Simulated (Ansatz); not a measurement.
CH2F2GaO (SMILES F[CH+][O][GaH][F]) (charge +1)

```xyz
7

C    -1.3668    2.1299    3.0322
F    -2.1830    1.8806    2.0639
F    -2.0540   -1.0865    2.8168
Ga   -2.0365   -0.4486    4.4044
O    -1.2739    1.3969    4.0084
H    -0.7813    3.0456    2.9168
H    -2.2830   -0.6188    5.9053
```

Geometry: B3LYP/6-31G*.

Method: isolated molecule in a Gaussian basis; Kohn-Sham density functional theory, functional PBE0 in Ansatz 0.2.0.

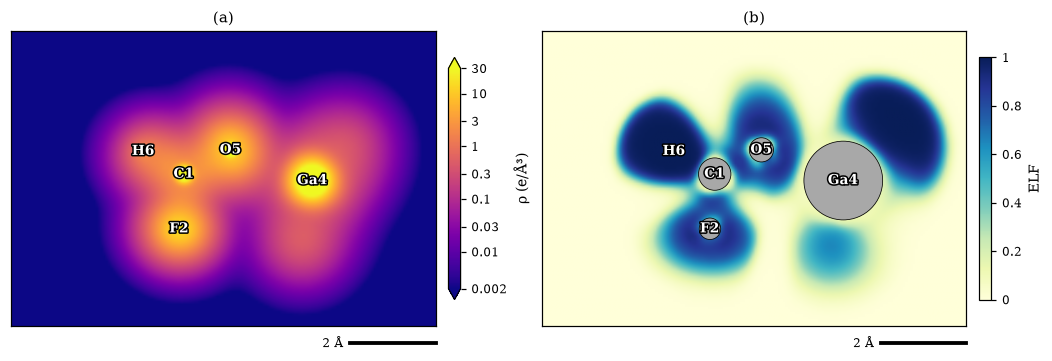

Figure 1. (a) total electron density; (b) ELF on the plane of atoms C1, O5 and Ga4. Grey discs cover the atomic cores in the ELF map.

### Describe what can be read from this map.

The section cuts through C, F, Ga, O and H sites.
C–O (1.22 Å): ρ is about 3.3 e/Å³ halfway; the ELF peaks at about 0.85 between the atoms: a multiple bond.
C–F (1.29 Å): the density is about 2.7 e/Å³ at the midpoint; the ELF peaks at about 0.85 between the atoms: a polar covalent bond.
Ga–O (2.04 Å): ρ at the midpoint is about 0.5 e/Å³; the ELF peaks at about 0.90 in the valence shell of O, 0.6 Å from its nucleus, and is about 0.20 at the midpoint.
C–H (1.09 Å): ρ at the midpoint is about 2.3 e/Å³; the ELF is about 1 at the midpoint (a covalent bond by its length).
The ELF also peaks beside F2 and O5, away from the bonds: lone-pair regions.

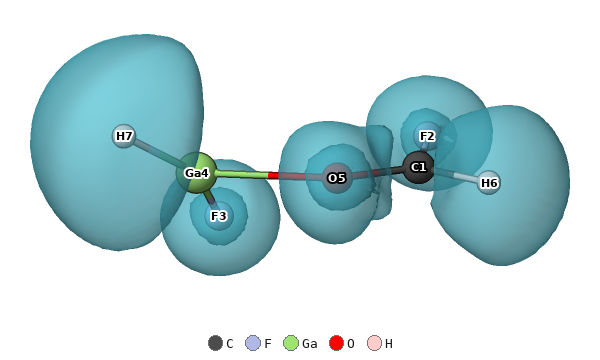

Figure 2. Isosurface of the ELF at 0.75 (cyan), seen from one side. Only the valence region is drawn (cores and ρ < 0.01 e/Å³ removed).

### Identify the bonds, lone pairs and shells in this picture.

The ELF exceeds this value in two regions around hydrogen nuclei, one region on F in which the atom's valence shell and bonds are merged, one region on O in which the atom's valence shell and bonds are merged and one region wrapped around F (its valence shell).

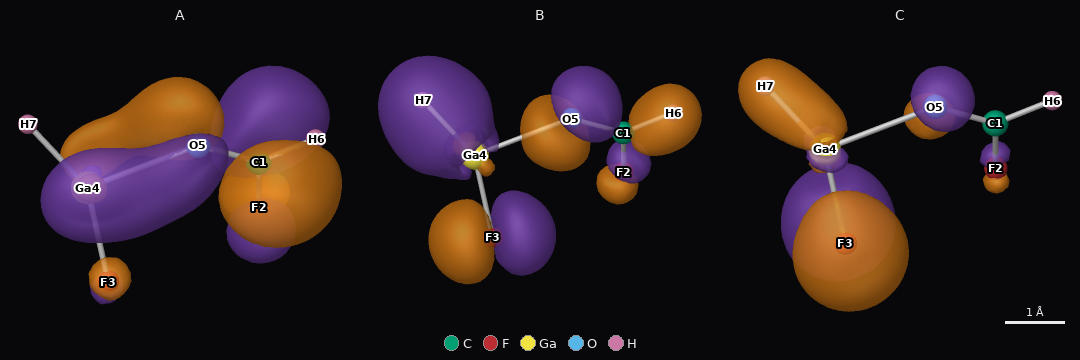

Figure 3. Three frontier orbitals at ±0.1 Å⁻³ᐟ² (orange and purple are the two phases), in no order.

### Order the three orbitals by energy and name them.

C is the HOMO−1 (−16.68 eV). It lies mainly on F3 (about 80 %) and Ga4 (about 10 %); largely a lone pair of F3. B is the HOMO (−16.05 eV). By Hirshfeld shares it lies mainly on F3 (about 40 %), O5 (about 20 %), Ga4 (about 15 %) and H7 (about 15 %). A is the LUMO (−7.81 eV). Its weight (Hirshfeld) is mainly on C1 (about 45 %), O5 (about 20 %), Ga4 (about 15 %) and F2 (about 10 %).

### What is the HOMO–LUMO gap?

8.24 eV between the orbital energies.
